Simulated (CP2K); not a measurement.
Consider 1,2-azaborine at its PBE geometry (Å).

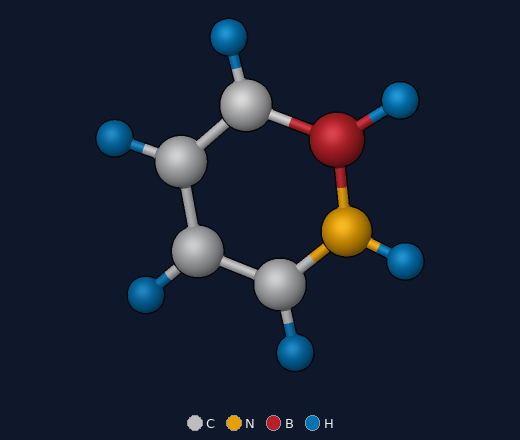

The molecule (carbon light grey, nitrogen orange, boron red, hydrogen blue).

```xyz
12

C     1.1648   -0.7868    0.0038
C    -0.1218   -1.3879    0.0757
C    -1.2496   -0.6032    0.0704
N    -1.1485    0.7604   -0.0033
B     0.1037    1.4704   -0.0788
C     1.3257    0.5854   -0.0724
H     2.0341   -1.4505    0.0103
H    -0.2295   -2.4694    0.1346
H    -2.2518   -1.0268    0.1230
H    -2.0323    1.2632   -0.0019
H     0.0629    2.6663   -0.1372
H     2.3423    0.9791   -0.1243
```

Method: CP2K XAS_TDP, all-electron GAPW, PBEh(45%), aug-cc-pVDZ, TDA, GW2X-corrected core level, no relativity.

Where do the C K-edge lines lie, and how strong are they?

Leading lines: C1 286.84 eV, C2 287.49 eV, C3 287.70 eV and C6 285.94 eV. The leading line of an atom is its first one with 35 % of the strongest within 2.5 eV of its lowest line over the strength cut. Core ionisation energies at this level: C2 291.62, C3 293.04, C1 292.11 and C6 290.71 eV.

The first six lines of each atom with a strength over 0.0015:

| atom | energy (eV) | states | strength, one atom | above the computed threshold |
| --- | --- | --- | --- | --- |
| C1 (bonded to 2 C and H) | 286.84 | 1 | 0.0520 |  |
|  | 289.91 | 1 | 0.0028 |  |
|  | 290.25 | 1 | 0.0097 |  |
|  | 291.05 | 1 | 0.0029 |  |
|  | 291.72 | 2 | 0.0019 |  |
|  | 292.53 | 1 | 0.0070 | yes |
| C2 (bonded to 2 C and H) | 287.49 | 1 | 0.0371 |  |
|  | 288.48 | 1 | 0.0113 |  |
|  | 289.61 | 1 | 0.0091 |  |
|  | 290.51 | 1 | 0.0022 |  |
|  | 291.10 | 1 | 0.0025 |  |
|  | 291.25 | 1 | 0.0018 |  |
| C3 (bonded to C, N and H) | 287.70 | 1 | 0.0549 |  |
|  | 290.68 | 1 | 0.0129 |  |
|  | 290.89 | 1 | 0.0018 |  |
|  | 292.20 | 1 | 0.0025 |  |
|  | 293.48 | 1 | 0.0052 | yes |
|  | 293.50 | 1 | 0.0038 | yes |
| C6 (bonded to B, C and H) | 285.94 | 1 | 0.0402 |  |
|  | 288.32 | 1 | 0.0066 |  |
|  | 289.07 | 1 | 0.0063 |  |
|  | 289.65 | 1 | 0.0030 |  |
|  | 290.28 | 1 | 0.0015 |  |
|  | 290.46 | 1 | 0.0015 |  |

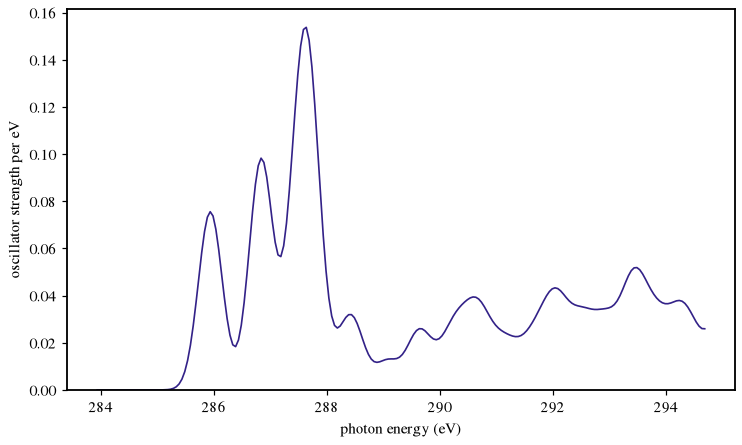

All atoms added, broadened by 0.5 eV.

Lines are vertical, at one geometry, with no vibrational structure. GW2X ionisation energies and lines can be off by 1 to 2 eV either way, and a good line position may hide errors that cancel. These values hold no scalar relativity, about 0.1 eV for C 1s. Rydberg lines, and the discretised continuum above threshold, depend on the basis and the box.

[Banner, clock and machine lines of the logs are left out without a mark of their own.]

[Logs are printed without paths, hosts, clocks, repeated set-up lines and the standing remarks that a program may print on its own settings, such as how far it seeks lower states.]

[Hosts, paths, dates, database ids (printed as entryN), source tags and the programs' standing remarks are cut or masked in the printed files.]
